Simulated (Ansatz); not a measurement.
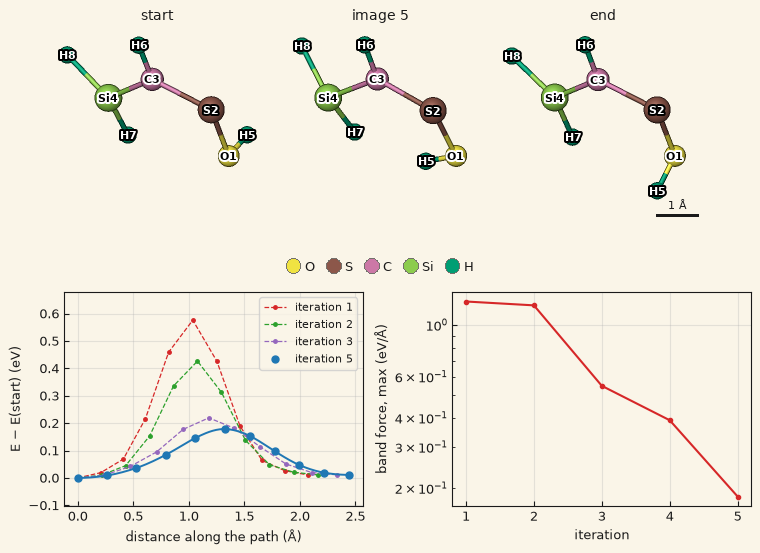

NEB run on CH$_{4}$OSSi. Images are numbered from 0 (start) to 10 (end). The plot follows the band through its iterations. Style: ball-and-stick. Shown from a free direction.

All numbers below come from Ansatz, RKS revPBE/def2-SVP.

Input file:
```yaml
crystal:
  periodic: [false, false, false]
  atoms:
    - { symbol: O, position_ang: [-1.126469, 1.711725, -0.581417] }
    - { symbol: S, position_ang: [-1.067407, 1.152442, 1.020608] }
    - { symbol: C, position_ang: [0.022066, -0.18876, 0.929014] }
    - { symbol: Si, position_ang: [1.140825, -0.715976, -0.331521] }
    - { symbol: H, position_ang: [-1.733776, 1.10495, -1.058533] }
    - { symbol: H, position_ang: [0.073789, -0.703333, 1.908978] }
    - { symbol: H, position_ang: [0.963187, -0.28185, -1.751396] }
    - { symbol: H, position_ang: [1.727796, -2.079187, -0.135732] }
basis:
  gaussian: { orbitals: def2-SVP }
hamiltonian:
  xc: revpbe
neb:
  order_check: false
  images: 9
  f_tol: 0.2
  max_iterations: 33
  initial_path: idpp
  final_atoms:
    - { symbol: O, position_ang: [-1.60438947, 1.19576955, -0.68352537] }
    - { symbol: S, position_ang: [-1.29428264, 0.91522963, 0.96445333] }
    - { symbol: C, position_ang: [0.00361153, -0.23096809, 0.92938014] }
    - { symbol: Si, position_ang: [1.06188137, -0.77545742, -0.36838778] }
    - { symbol: H, position_ang: [-1.05662515, 1.97194761, -0.9280164] }
    - { symbol: H, position_ang: [0.21642826, -0.59230289, 1.95507689] }
    - { symbol: H, position_ang: [0.73408855, -0.53736384, -1.80633569] }
    - { symbol: H, position_ang: [1.93929856, -1.94684356, -0.06264411] }
```

Run as
```bash
ansatz run input.yaml --threads 1 --pin off --max-ram 2048MiB --backend cpu --events-out ev --progress --plain --runs-dir out
```

Q: Judge this run.

A: The run is converged, with reservations. The band converged in 5 iterations. The largest component of the band force went from 1.3 to 0.18 eV/Å. The climbing image converged on the top of the path. Its curvatures weren't checked. The force threshold is loose. The first iteration put the highest image at 0.576 eV. The energy climbs by 0.178 eV to image 5 and then falls by 0.167 eV, so the end point sits at +0.011 eV.

The run took 4 min on 1 thread of Intel(R) Xeon(R) Processor @ 2.50GHz (Skylake/Cascade Lake) (shared host), peak memory 0.26 GiB.
